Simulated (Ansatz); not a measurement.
# SnSe2 monolayer (2H): modes against uniaxial strain along the armchair direction, normal to a, with the width clamped, part 2 of 2

Aim: how do the optical modes of SnSe2 monolayer (2H) shift and split under this strain?

Ansatz 0.2.0; DFT PBE, scalar-relativistic, plane waves, PAW; PAW set soft_1.

So far, highest optical mode at the zone centre (no LO-TO term) (cm⁻¹): step 5 (zone-centre response at rest) 230; step 7 (strain 5 %) 214.

### Step 8. Relaxation of a member: uniaxial strain of -3 % along the armchair direction, normal to a, with the width clamped

The cell takes a uniaxial strain of -3 % along the armchair direction, normal to a, with the width clamped. The cell is held, and the atoms relax in it.

input.yaml reads:

```yaml
crystal:
  lattice:
    - [3.794194891, 0.0, 0.0]
    - [-1.8970974455, 3.1872930877, 0.0]
    - [0.0, 0.0, 30.46]
  atoms:
    - { symbol: Sn, position: [0.3324455757, 0.6648911514, 0.3282994091] }
    - { symbol: Se, position: [0.6671105455, 0.3342210909, 0.385112139] }
    - { symbol: Se, position: [0.6671105455, 0.3342210909, 0.2714866792] }
  periodic: [true, true, false]
kpoints:
  mp_grid: { grid: [12, 12, 1] }
hamiltonian:
  xc: pbe
  pseudopotentials: { kind: paw, azcp: { folder: soft_1 } }
scf:
  occupations: { method: gaussian, width: 0.1 }
output:
  forces: true
  stress: true
  eigenvalues: true
relax:
  adjacent_minimum: "off"
  f_tol: 0.001
  max_steps: 60
```

Run with:

```bash
$ ansatz run input.yaml --threads 4 --pin off --max-ram 16384MiB --backend cpu --events-out ev --progress --plain --runs-dir out
```

Numbers of over 12 decimals in the logs are rounded to 6 here.

What it wrote:

```text
[...]
Crystal: 3 atoms, lattice volume = 368.359 Å³
Basis set: ecut = 420 eV, 7229 PW (Γ), exchange–correlation on 54×50×432 points (8 copies of the dense FFT grid, shifted against one another)
Bands: 28, of which v1, the nominal top of the filled ones, is band 23 counted from 1 (22 counted from 0)
Symmetry: 4 space group operations
[...]
--- Relaxed structure (5 steps of the walk, 4 accepted, 0 SCFs on fresh bases) ---
  F+E_penalty+E_count = -16962.67061415 eV   max|allowed force component| = 6.829e-5 eV/Å
  cell:  # Å, volume = 368.3592 Å³
    - [3.794194891, 0.0, 0.0]
    - [-1.8970974455, 3.1872930877, 0.0]
    - [0.0, 0.0, 30.46]
  atoms:
    - { symbol: Sn, position: [0.331847, 0.663694, 0.3282994091] }
    - { symbol: Se, position: [0.667410, 0.334820, 0.385216] }
    - { symbol: Se, position: [0.667410, 0.334820, 0.271383] }
[key lines of the parts left out:]
SCF converged after 4 iterations
Free energy (F): -16962.670614 eV
Fermi energy:    -5.521500 eV
P = ½ c Tr σ = 1.4530 N/m
```

It took 55 s on 4 threads of Arm Neoverse V1, shared host; peak memory 0.87 GiB.

Hardly anything moved in the relaxation; the energy changed by under 0.2 meV an atom.

Numbers from this step:

```yaml
area_per_atom: 4.031 Å²
```

The largest force component left is 0.067 meV/Å.

### Step 9. Zone-centre modes of the member: uniaxial strain of -3 % along the armchair direction, normal to a, with the width clamped

The zone-centre modes follow for uniaxial strain of -3 % along the armchair direction, normal to a, with the width clamped.

input.yaml, the sections that differ from step 8:

```yaml
crystal:
  lattice:
    - [3.794194891, 0.0, 0.0]
    - [-1.8970974455, 3.1872930877, 0.0]
    - [0.0, 0.0, 30.46]
  atoms:
    - { symbol: Sn, position: [0.3318468845, 0.663693769, 0.3282994091] }
    - { symbol: Se, position: [0.667409891, 0.3348197821, 0.3852160303] }
    - { symbol: Se, position: [0.667409891, 0.3348197821, 0.2713827879] }
  periodic: [true, true, false]
output:
  eigenvalues: true
phonons:
  method: dfpt
# kpoints, hamiltonian, scf: as in step 8
# relax: removed
```

What it wrote:

```text
[...]
Crystal: 3 atoms, lattice volume = 368.359 Å³
Basis set: ecut = 420 eV, 7229 PW (Γ), exchange–correlation on 54×54×432 points (8 copies of the dense FFT grid, shifted against one another)
Bands: 28, of which v1, the nominal top of the filled ones, is band 23 counted from 1 (22 counted from 0)
Symmetry: 4 space group operations
[...]
k-point 42: bands = [... 19 lower, -9.2428, -9.1099, -7.3993, -6.1867, -4.6072, -2.7769, -0.4127, 0.0587, ... 1 higher]
  ° read free of the cell's end (the report's vacuum.weakly_bound_levels)
[...]
ASR residual: 1.422e-4 → 0.000e0 eV/Å²; symmetrization residual: 2.846e-5 eV/Å²
[...]
ASR residual per site (eV/Å²): 1.42e-4 3.04e-5 1.74e-5
  Γ frequencies (cm⁻¹): -79.79 -75.68 0.00 0.00 0.00 132.65 136.71 197.06 231.17
[...]
[key lines of the parts left out:]
SCF converged after 11 iterations
Free energy (F): -16962.670614 eV
Fermi energy:    -5.521510 eV
```

Wall time 2.3 min (4 threads); peak memory 1.8 GiB; 8.9 min of CPU time.

Numbers from this step:

```
sum-rule residual before enforcement                    : 1.42e-4 eV/Å²
highest optical mode at the zone centre (no LO-TO term) : 231.2 cm⁻¹
lowest optical zone-centre mode                         : -79.79 cm⁻¹
```

Without the LO-TO term. Patterns of degenerate modes are one choice out of their space. Modes at Γ, with each element's share of the kinetic energy (negative means imaginary):

```tsv
mode	frequency (cm⁻¹)	symmetry	Sn %	Se %
1	-79.8	A2	0	100
2	-75.7	B1	0	100
3	0.0	acoustic	43	57
4	0.0	acoustic	43	57
5	0.0	acoustic	43	57
6	132.7	B2	57	43
7	136.7	A1	57	43
8	197.1	A1	0	100
9	231.2	B1	57	43
```

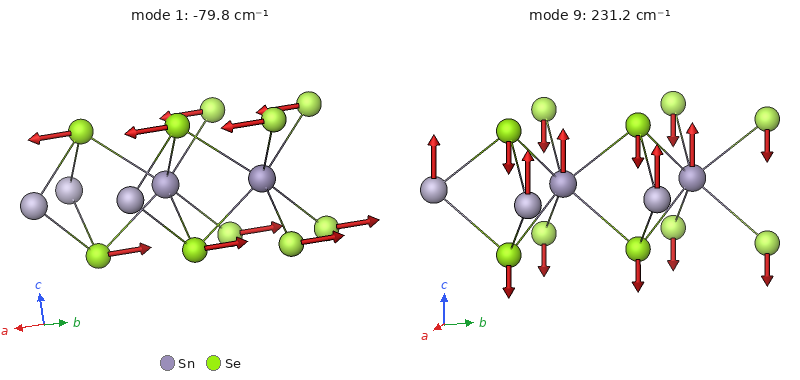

Displacement patterns of modes 1 and 9 at Γ; arrows are exaggerated. 1×2×1 cells are drawn. Some periodic images of atoms are drawn too.

The lowest optical mode is imaginary, 79.8i cm⁻¹, so the energy falls along it, and the highest lies at 231.2 cm⁻¹.

### Step 10. All members side by side

The members are set side by side, also those not shown above.

Energies are extrapolated to zero smearing, and E0 is that at rest; imaginary frequencies occur in the series; the cell is clamped and the atoms are relaxed; all runs use 12×12×1 k points and Gaussian smearing of 0.1 eV. State of the crystal along the series:

```tsv
strain (%)	E - E0 (meV/atom)	gap on mesh (eV)
-3	8.541	0
-2	3.773	0
-1	0.9521	0
0	0	0.02475
1	0.842	0
2	3.425	0
3	7.69	0
4	13.55	0
5	20.91	0
```

Optical modes are counted from below at rest and tracked from member to member by their patterns, and modes that stay within 0.3 cm⁻¹ of each other stand once; labels, where given, are those at rest, then, where named, those of the strained cell; imaginary frequencies occur in the series; the cell is clamped and the atoms are relaxed; all runs use 12×12×1 k points and Gaussian smearing of 0.1 eV. Optical modes along the series:

```tsv
strain (%)	optical mode 1 E'' single part (cm⁻¹)	optical mode 2 E'' to A2 single part (cm⁻¹)	optical mode 3 E' to A1 single part (cm⁻¹)	optical mode 4 E' single part (cm⁻¹)	optical mode 5 A1' to A1 (cm⁻¹)	optical mode 6 A2'' (cm⁻¹)
-3	-75.68	-79.79	136.7	132.7	197.1	231.2
-2	-79.07	-82.07	134.8	131.8	198.2	231.5
-1	-82.28	-83.88	132.6	131	198.8	231
0	-85.33	-85.33	130.2	130.2	199.1	229.7
1	-88.1	-86.41	127.5	129.4	199.5	227.7
2	-90.56	-87.19	124.5	128.5	199.7	225
3	-92.79	-87.7	121.3	127.7	199.6	221.7
4	-94.8	-88.06	117.7	126.7	199.1	218
5	-96.74	-88.26	113.8	125.8	198.4	214.1
```

Value and slope at zero strain of a cubic (a lower polynomial where under five rows exist) through the rows within 2 % of rest. Slopes at rest:

```tsv
mode	frequency (cm⁻¹)	shift per percent of strain (cm⁻¹)
optical mode 3 E' to A1 single part	130.2	-2.57
optical mode 4 E' single part	130.2	-0.81
optical mode 5 A1' to A1	199.2	0.35
optical mode 6 A2''	229.7	-1.63
```

### Step 11. Summary of results

| Item | Value |
| --- | --- |
| members | 9 |
| highest optical mode at the zone centre (no LO-TO term), at rest | 229.7 cm⁻¹ |
| optical mode 3 E' to A1 single part, shift per percent | -2.57 cm⁻¹ |
| optical mode 4 E' single part, shift per percent | -0.81 cm⁻¹ |
| optical mode 5 A1' to A1, shift per percent | 0.35 cm⁻¹ |
| optical mode 6 A2'', shift per percent | -1.63 cm⁻¹ |

**Reading.** The strain lowers the symmetry: the level at 130.2 cm⁻¹ splits, into 113.8 and 125.8 cm⁻¹ at +5 %. Within 2 % of rest optical mode 5 A1' to A1 and optical mode 6 A2'' bend away from a straight line, so a single slope holds only near rest. The fastest shift in the table of slopes is -2.6 cm⁻¹ for each percent (optical mode 3 E' to A1 single part). The width is clamped, so the contraction across the strain that a free sheet shows is left out. A mode is imaginary at strain (%) -3, -2, -1, 0, 1, 2, 3, 4 and 5, where this structure is not a minimum. These are harmonic frequencies at zero temperature: anharmonic shifts, linewidths and thermal expansion are left out. Spin-orbit coupling is left out, which can matter for the heavy elements here. With no gap, or one that is small against the smearing, the frequencies hang on the k mesh and the smearing, most of all near Kohn anomalies. A semilocal functional can close a gap that the real compound would have, so the metallic treatment may be an artefact of the level. The starting cell was built on a prototype and not taken from a measurement. Only the zone centre was solved, so an instability at another wavevector cannot show here.

[Logs are printed without paths, hosts, clocks, repeated set-up lines and the standing remarks that a program may print on its own settings, such as how far it seeks lower states.]

[Hosts, paths, dates, database ids (printed as entryN), source tags and the programs' standing remarks are cut or masked in the printed files.]
